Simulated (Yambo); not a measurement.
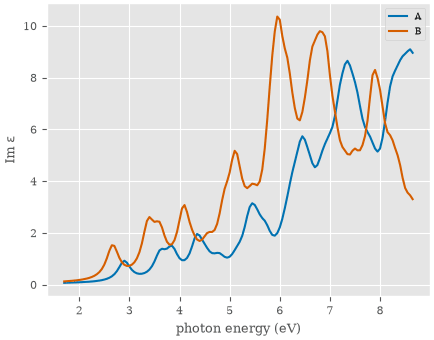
Fig. 1. Two computed absorption spectra of GaN (wurtzite, space group P6_3mc, No. 186) (Yambo, LDA bands with the same scissor, field along x)

Axes are Cartesian, with cell vectors (Å) (3.15, 0.00, 0.00), (-1.58, 2.73, 0.00), (0.00, 0.00, 5.14).

Task: Which curve includes the electron-hole attraction (BSE)?

Result: Curve B: the attraction moves weight to lower energy (centre of the plotted range 6.3 eV against 6.9 eV). Settings: 9×9×6 mesh, 6 valence and 3 conduction bands, static screening with 34 bands and a 4 Ry block, scissor 0.72 eV, Tamm-Dancoff. The scissor comes from a G0W0 run whose convergence isn't established. Broadening 0.15 eV. The band window holds all transitions up to 9.4 eV. On this mesh the peak heights and the fine structure are mesh artefacts; only the shift of weight is robust.

The standard potential for Ga keeps a d shell in the valence without the s and p states of that shell. In tests on such compounds this moved G0W0 gaps by up to about 0.9 eV, so absolute quasiparticle energies here are unreliable; differences between settings are what counts.

Spin-orbit coupling is not included.

Geometry relaxed with LDA; primitive cell a = 3.1503 Å, b = 3.1503 Å, c = 5.1357 Å, α = 90.00°, β = 90.00°, γ = 120.00°.
